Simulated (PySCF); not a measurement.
# C$_{3}$H$_{10}$BNO: what the fields show

The calculation's input:

```
{"job": {"kind": "nmr", "xc": "PBE0", "basis": "pcSseg-1"}, "charge": 0, "multiplicity": 1}
C     -1.859540    -0.371581     0.101313
N     -0.534871    -0.037893    -0.393062
B      0.699113    -1.035884     0.049492
C      1.911174     0.073251    -0.009637
O      1.285617     1.336182    -0.367762
C     -0.023773     1.277462     0.035219
H     -2.134299    -1.363394    -0.251223
H     -1.836478    -0.389413     1.189732
H     -2.606918     0.353396    -0.230595
H     -0.527004    -0.054544    -1.410537
H      0.765728    -1.900609    -0.762285
H      0.457306    -1.419458     1.148472
H      2.429708     0.211884     0.946024
H      2.670715    -0.100368    -0.772219
H     -0.128779     1.318470     1.134112
H     -0.575298     2.111443    -0.418455
```

Command:

```sh
OMP_NUM_THREADS=1 python probes_run.py task.json out
```

Geometry: GFN2-xTB.

These are results of PySCF 2.14.0, PBE0/pcSseg-1, SCF density, gas phase, non-relativistic, not measurements.

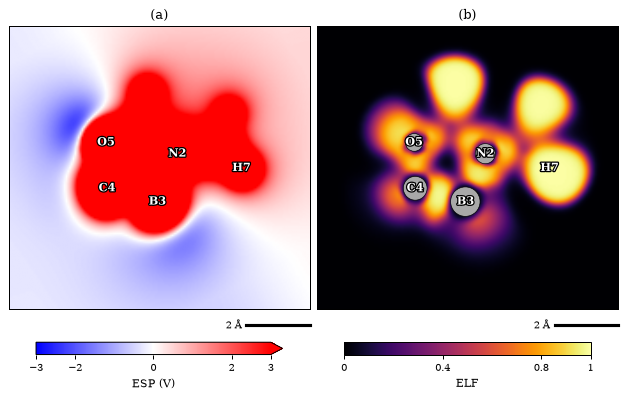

Figure 1. (a) molecular electrostatic potential; (b) ELF on the plane of atoms B3, C4 and O5. Grey discs cover the atomic cores in the ELF map.

Question: Interpret the plot.

Answer:
- Atoms in the plane: N, B, C, O and H.
- C–B (1.64 Å): the ELF peaks at about 1 between the atoms (localised, covalent bonding).
- B–N (1.65 Å): the ELF peaks at about 0.95 between the atoms; a shared but strongly polarised pair.
- C–O (1.45 Å): the ELF peaks at about 0.90 between the atoms, as expected for a polar covalent bond.
- The ELF also peaks beside O5, away from the bonds: lone-pair regions.
- Outside the dense part of the molecule the potential is most negative (−2.2 V) near O5.

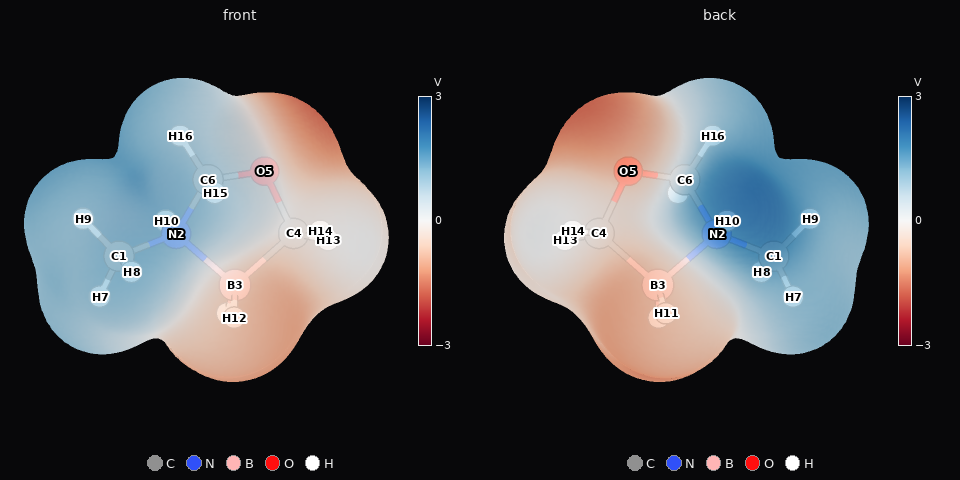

Figure 2. The electrostatic potential painted on the density surface at 0.002 e/bohr³, seen from the front and from behind; red is negative and blue positive.

Question: Describe the electrostatic potential map.

Answer: The most negative region (about −1.6 V) lies over O5, the most positive (about +2.2 V) over H10. O5 is the likeliest acceptor of a hydrogen bond.

Question: How polar is the molecule by this calculation?

Answer: Its dipole moment is 4.43 D.

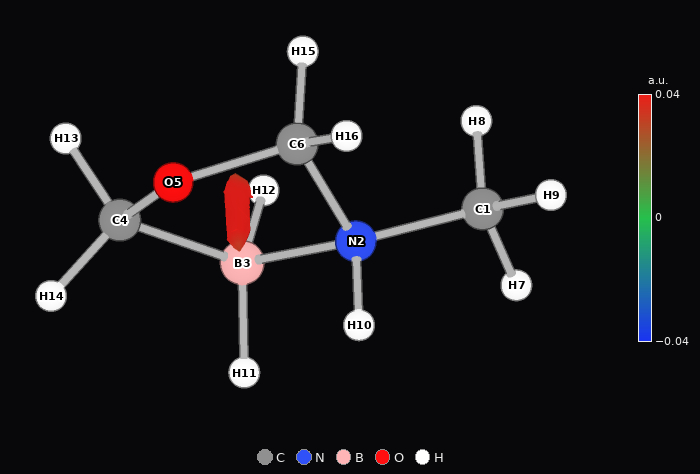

Figure 3. Non-covalent interaction (NCI) plot: the surface where the reduced density gradient is 0.4, for densities under 0.05 a.u., coloured by sign(λ₂)ρ; seen at an oblique angle.

Question: What holds or crowds the atoms apart from the covalent bonds?

Answer: Inside the ring or cage of N2, B3, C4, O5 and C6: steric crowding (red).
